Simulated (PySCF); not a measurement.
# GeCl2Me2 (C₂H₆Cl₂Ge): a look at the electrons

Aim: take GeCl2Me2 (C₂H₆Cl₂Ge) and localise its valence orbitals and compute its lowest excited states.

The runs use PySCF 2.14.0; levels as typed in each script, gas phase, geometry from GFN2-xTB.

### 1 The system as given

11 atoms, charge 0, spin multiplicity 1.

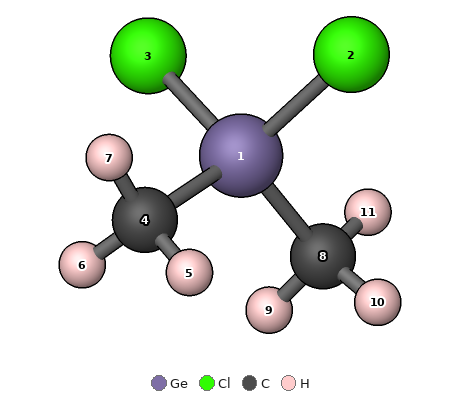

The geometry (germanium purple, chlorine green, carbon dark grey, hydrogen pink); atoms are numbered from 1 in the order of the file.

Coordinates:

```xyz
11
C2H6Cl2Ge
Ge    0.00001    0.27788   -0.00013
Cl    1.70919   -0.99750   -0.00233
Cl   -1.70921   -0.99748    0.00216
C    -0.00401    1.32647   -1.69983
H     0.84515    2.00190   -1.72555
H    -0.91978    1.90325   -1.78055
H     0.06087    0.65053   -2.54707
C     0.00401    1.32579    1.70059
H    -0.84514    2.00121    1.72659
H     0.91979    1.90253    1.78155
H    -0.06087    0.64950    2.54757
```

### 2 Localised orbitals (B3LYP/def2-svpd)

input.py

```python
import numpy as np
from pyscf import gto, scf, dft, lo
from pyscf.data.elements import chemcore

def solve(mol, dm0=None, hcore=None):
    mf = (dft.UKS if mol.spin else dft.RKS)(mol, xc='b3lyp')
    mf.grids.level = 3
    mf = mf.density_fit(auxbasis='def2-universal-jkfit')
    mf.conv_tol, mf.max_cycle = 1e-8, 80
    if hcore is not None:
        mf.get_hcore = lambda *args: hcore
    mf.kernel(dm0)
    if not mf.converged:
        mf = mf.newton().run(mf.mo_coeff, mf.mo_occ, max_cycle=30)
    assert mf.converged, 'SCF not converged'
    return mf

mol = gto.M(atom='''
Ge     0.00001     0.27788    -0.00013
Cl     1.70919    -0.99750    -0.00233
Cl    -1.70921    -0.99748     0.00216
C     -0.00401     1.32647    -1.69983
H      0.84515     2.00190    -1.72555
H     -0.91978     1.90325    -1.78055
H      0.06087     0.65053    -2.54707
C      0.00401     1.32579     1.70059
H     -0.84514     2.00121     1.72659
H      0.91979     1.90253     1.78155
H     -0.06087     0.64950     2.54757
''', basis='def2-svpd', charge=0, spin=0, verbose=4)
mf = solve(mol)
occ_all = mf.mo_coeff[:, mf.mo_occ > 0]
occ = occ_all[:, chemcore(mol):]
loc = lo.ibo.ibo(mol, occ, iaos=lo.iao.iao(mol, occ_all))
fock, s = mf.get_fock(), mf.get_ovlp()
ortho = lo.orth_ao(mol, 'meta_lowdin')
ortho = lo.vec_lowdin(lo.iao.iao(mol, occ_all), s)
labels = lo.iao.reference_mol(mol).ao_labels(fmt=None)
vir = lo.vvo.livvo(mol, occ_all, mf.mo_coeff[:, mf.mo_occ == 0])
both = np.hstack([loc, vir])
p = (ortho.T @ s @ both) ** 2
pop = np.array([p[[l[0] == a for l in labels]].sum(0) for a in range(mol.natm)])
spd = np.array([[p[[l[0] == a and l[2][-1] == k for l in labels]].sum(0) for k in 'spd'] for a in range(mol.natm)])
eps = np.einsum('pi,pq,qi->i', both, fock, both)
for i in np.argsort(eps):
    top = np.argsort(-pop[:, i])[:3]
    print('%3d %s %9.4f Eh ' % (i + 1, 'occ' if i < loc.shape[1] else 'vir', eps[i]), '  '.join('%s%d %.3f' % (mol.atom_symbol(a), a + 1, pop[a, i]) for a in top))
np.savez('result.npz', c=both, nocc=loc.shape[1], pop=pop, spd=spd, eps=eps, e=mf.e_tot)
```

On the command line:

```bash
$ OMP_NUM_THREADS=1 python input.py
```

The program printed:

```text
[ENV] PYSCF_TMPDIR <dir>
[ENV] PYSCF_MAX_MEMORY 1650
[INPUT] verbose = 4
[INPUT] num. atoms = 11
[INPUT] num. electrons = 84
[INPUT] charge = 0
[INPUT] spin (= nelec alpha-beta = 2S) = 0
[INPUT] symmetry False subgroup None
[INPUT] Mole.unit = angstrom
[INPUT] Symbol           X                Y                Z      unit          X                Y                Z       unit  Magmom
[INPUT]  1 Ge     0.000010000000   0.277880000000  -0.000130000000 AA    0.000018897261   0.525117095494  -0.000245664396 Bohr   0.0
[INPUT]  2 Cl     1.709190000000  -0.997500000000  -0.002330000000 AA    3.229900994845  -1.885001809254  -0.004403061870 Bohr   0.0
[INPUT]  3 Cl    -1.709210000000  -0.997480000000   0.002160000000 AA   -3.229938789368  -1.884964014731   0.004081808429 Bohr   0.0
[INPUT]  4 C     -0.004010000000   1.326470000000  -1.699830000000 AA   -0.007577801760   2.506665012452  -3.212213158319 Bohr   0.0
[INPUT]  5 H      0.845150000000   2.001900000000  -1.725550000000 AA    1.597102034176   3.783042728767  -3.260816914243 Bohr   0.0
[INPUT]  6 H     -0.919780000000   1.903250000000  -1.780550000000 AA   -1.738132294852   3.596621246578  -3.364751851094 Bohr   0.0
[INPUT]  7 H      0.060870000000   0.650530000000  -2.547070000000 AA    0.115027629202   1.229323535813  -4.813264720096 Bohr   0.0
[INPUT]  8 C      0.004010000000   1.325790000000   1.700590000000 AA    0.007577801760   2.505379998687   3.213649350174 Bohr   0.0
[INPUT]  9 H     -0.845140000000   2.001210000000   1.726590000000 AA   -1.597083136915   3.781738817741   3.262782229413 Bohr   0.0
[INPUT] 10 H      0.919790000000   1.902530000000   1.781550000000 AA    1.738151192114   3.595260643769   3.366641577219 Bohr   0.0
[INPUT] 11 H     -0.060870000000   0.649500000000   2.547570000000 AA   -0.115027629202   1.227377117905   4.814209583158 Bohr   0.0

nuclear repulsion = 580.290864642916
number of shells = 76
number of NR pGTOs = 290
number of NR cGTOs = 180
basis = def2-svpd
ecp = {}

******** <class 'pyscf.df.df_jk.DFRKS'> ********
method = DFRKS
initial guess = minao
damping factor = 0
level_shift factor = 0
DIIS = <class 'pyscf.scf.diis.CDIIS'>
diis_start_cycle = 1
diis_space = 8
diis_damp = 0
SCF conv_tol = 1e-08
SCF conv_tol_grad = None
SCF max_cycles = 80
direct_scf = False
XC library pyscf.dft.libxc version 7.0.0
    S. Lehtola, C. Steigemann, M. J.T. Oliveira, and M. A.L. Marques.,  SoftwareX 7, 1–5 (2018)
XC functionals = b3lyp
    P. J. Stephens, F. J. Devlin, C. F. Chabalowski, and M. J. Frisch.,  J. Phys. Chem. 98, 11623 (1994)
radial grids:
    Treutler-Ahlrichs [JCP 102, 346 (1995); DOI:10.1063/1.469408] (M4) radial grids

becke partition: Becke, JCP 88, 2547 (1988); DOI:10.1063/1.454033
pruning grids: <function nwchem_prune at 0x7fe111957d80>
grids dens level: 3
symmetrized grids: False
atomic radii adjust function: <function treutler_atomic_radii_adjust at 0x7fe1119982c0>
small_rho_cutoff = 0
Set gradient conv threshold to 0.0001
Initial guess from minao.
tot grids = 145488
******** <class 'pyscf.df.df.DF'> ********
auxbasis = def2-universal-jkfit
init E= -3076.32362938257
  HOMO = -0.332103510312564  LUMO = -0.0599664732387013  gap/eV = 7.40523
cycle= 1 E= -3076.73074782676  delta_E= -0.407  |g|= 0.679  |ddm|=  4.2
  HOMO = -0.276318776371223  LUMO = -0.0274101745428426  gap/eV = 6.77315
cycle= 2 E= -3076.66530648857  delta_E= 0.0654  |g|= 0.908  |ddm|= 1.87
  HOMO = -0.295912606632426  LUMO = -0.0158724714177509  gap/eV = 7.62028
cycle= 3 E= -3076.8221027654  delta_E= -0.157  |g|= 0.0546  |ddm|= 1.13
  HOMO = -0.304883340304168  LUMO = -0.0230927050778758  gap/eV = 7.66791
cycle= 4 E= -3076.82280867657  delta_E= -0.000706  |g|= 0.0191  |ddm|= 0.0996
  HOMO = -0.303156666583177  LUMO = -0.0214216214946319  gap/eV = 7.66640
cycle= 5 E= -3076.82289941994  delta_E= -9.07e-05  |g|= 0.00648  |ddm|= 0.0303
  HOMO = -0.303026984602709  LUMO = -0.0212000277470779  gap/eV = 7.66890
cycle= 6 E= -3076.82291151444  delta_E= -1.21e-05  |g|= 0.000336  |ddm|= 0.00913
  HOMO = -0.303046114547853  LUMO = -0.021216738323552  gap/eV = 7.66897
cycle= 7 E= -3076.82291153946  delta_E= -2.5e-08  |g|= 0.000128  |ddm|= 0.000689
  HOMO = -0.303049616430522  LUMO = -0.0212182669361707  gap/eV = 7.66902
cycle= 8 E= -3076.8229115443  delta_E= -4.84e-09  |g|= 1.8e-05  |ddm|= 0.000181
  HOMO = -0.303048247714905  LUMO = -0.0212173012942354  gap/eV = 7.66901
Extra cycle  E= -3076.82291154428  delta_E= 2.05e-11  |g|= 2.05e-05  |ddm|= 5.64e-05
converged SCF energy = -3076.82291154428
 Iterative localization: IB/P4/2x2, 9 iter; Final gradient 2.95e-09
 Iterative localization: IB/P4/2x2, 18 iter; Final gradient 5.76e-09
  1 occ   -1.2671 Eh  Ge1 1.000  H10 0.000  H6 0.000
  5 occ   -1.2665 Eh  Ge1 1.000  Cl2 0.000  Cl3 0.000
  3 occ   -1.2641 Eh  Ge1 1.000  C4 0.000  C8 0.000
  2 occ   -1.2612 Eh  Ge1 1.000  H7 0.000  H11 0.000
  4 occ   -1.2602 Eh  Ge1 1.000  H11 0.000  H7 0.000
  6 occ   -0.6620 Eh  Cl2 0.996  Ge1 0.002  C4 0.001
  7 occ   -0.6620 Eh  Cl3 0.996  Ge1 0.002  C8 0.001
 15 occ   -0.5775 Eh  Cl2 0.716  Ge1 0.272  C8 0.004
 10 occ   -0.5775 Eh  Cl3 0.716  Ge1 0.272  C4 0.004
  8 occ   -0.5060 Eh  C4 0.574  H5 0.417  Ge1 0.009
 13 occ   -0.5060 Eh  C8 0.574  H9 0.417  Ge1 0.009
 11 occ   -0.5057 Eh  C4 0.574  H6 0.416  Ge1 0.009
 14 occ   -0.5056 Eh  C8 0.574  H10 0.417  Ge1 0.009
 12 occ   -0.5008 Eh  C4 0.579  H7 0.414  Ge1 0.006
  9 occ   -0.5008 Eh  C8 0.579  H11 0.414  Ge1 0.006
 21 occ   -0.4615 Eh  C4 0.581  Ge1 0.414  C8 0.003
 16 occ   -0.4614 Eh  C8 0.580  Ge1 0.414  C4 0.003
 20 occ   -0.3360 Eh  Cl2 0.966  Ge1 0.028  Cl3 0.004
 18 occ   -0.3360 Eh  Cl3 0.966  Ge1 0.028  Cl2 0.004
 19 occ   -0.3326 Eh  Cl2 0.974  Ge1 0.018  C8 0.004
 17 occ   -0.3326 Eh  Cl3 0.974  Ge1 0.018  C4 0.004
 24 vir    0.0777 Eh  Ge1 0.707  Cl3 0.231  Cl2 0.032
 22 vir    0.0777 Eh  Ge1 0.707  Cl2 0.231  Cl3 0.032
 29 vir    0.1210 Eh  Ge1 0.537  C8 0.380  Cl3 0.037
 30 vir    0.1212 Eh  Ge1 0.537  C4 0.380  Cl2 0.037
 23 vir    0.3215 Eh  H5 0.577  C4 0.421  Cl3 0.002
 26 vir    0.3216 Eh  H9 0.577  C8 0.421  Cl2 0.002
 31 vir    0.3218 Eh  H6 0.577  C4 0.420  Cl2 0.002
 27 vir    0.3218 Eh  H10 0.577  C8 0.421  Cl3 0.002
 25 vir    0.3232 Eh  H7 0.581  C4 0.417  C8 0.001
 28 vir    0.3232 Eh  H11 0.581  C8 0.417  C4 0.001
```

Run time: 58 s. Hardware: 1 thread of AMD EPYC (Zen 3), shared host; peak memory 0.74 GiB.

### 3 Post-processing

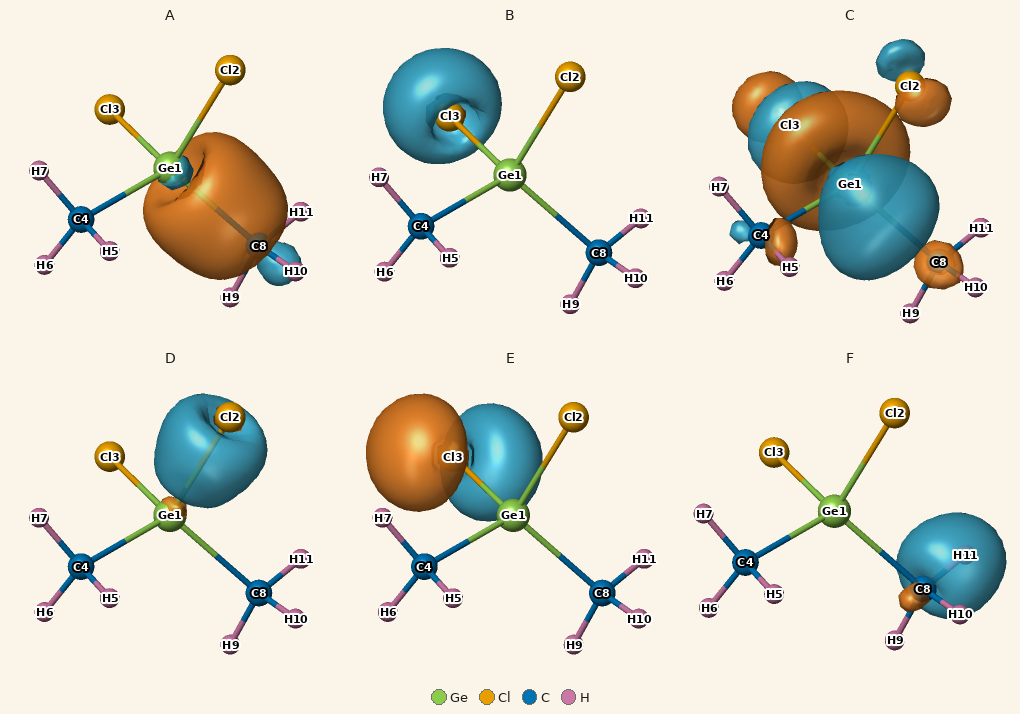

Intrinsic bond orbitals (IBO), occupied and valence-virtual; each surface holds about 70 % of the orbital's density. Energies are diagonal elements of the Fock matrix.

> Name the orbitals, with their atomic make-up and energies.

By panel:
- A: σ bond C8–Ge1 (C8 58 %, Ge1 41 %; −12.6 eV)
- B: lone pair on Cl3 (s-type) (Cl3 100 %; −18.0 eV)
- C: σ* orbital Ge1–Cl3 (Ge1 71 %, Cl3 23 %, Cl2 3 %; 2.1 eV)
- D: σ bond Cl2–Ge1 (Cl2 72 %, Ge1 27 %; −15.7 eV)
- E: lone pair on Cl3 (p-type) (Cl3 97 %; −9.1 eV)
- F: σ bond C8–H11 (C8 58 %, H11 41 %; −13.6 eV)

> Which has the smallest and which the largest spatial spread?

Smallest: F (0.86 Å); largest: C (1.80 Å).

Intrinsic bond orbitals (IBO), occupied:

- d orbital on Ge1 (Ge1 100 %; −34.5 eV)
- d orbital on Ge1 (Ge1 100 %; −34.5 eV)
- d orbital on Ge1 (Ge1 100 %; −34.4 eV)
- d orbital on Ge1 (Ge1 100 %; −34.3 eV)
- d orbital on Ge1 (Ge1 100 %; −34.3 eV)
- lone pair on Cl2 (s-type) (Cl2 100 %; −18.0 eV)
- lone pair on Cl3 (s-type) (Cl3 100 %; −18.0 eV)
- σ bond Cl2–Ge1 (Cl2 72 %, Ge1 27 %; −15.7 eV)
- σ bond Cl3–Ge1 (Cl3 72 %, Ge1 27 %; −15.7 eV)
- σ bond C4–H5 (C4 57 %, H5 42 %; −13.8 eV)
- σ bond C8–H9 (C8 57 %, H9 42 %; −13.8 eV)
- σ bond C4–H6 (C4 57 %, H6 42 %; −13.8 eV)
- σ bond C8–H10 (C8 57 %, H10 42 %; −13.8 eV)
- σ bond C4–H7 (C4 58 %, H7 41 %; −13.6 eV)
- σ bond C8–H11 (C8 58 %, H11 41 %; −13.6 eV)
- σ bond C4–Ge1 (C4 58 %, Ge1 41 %; −12.6 eV)
- σ bond C8–Ge1 (C8 58 %, Ge1 41 %; −12.6 eV)
- lone pair on Cl2 (p-type) (Cl2 97 %; −9.1 eV)
- lone pair on Cl3 (p-type) (Cl3 97 %; −9.1 eV)
- lone pair on Cl2 (p-type) (Cl2 97 %; −9.1 eV)
- lone pair on Cl3 (p-type) (Cl3 97 %; −9.1 eV)

(Part 1 of 2 ends here.)
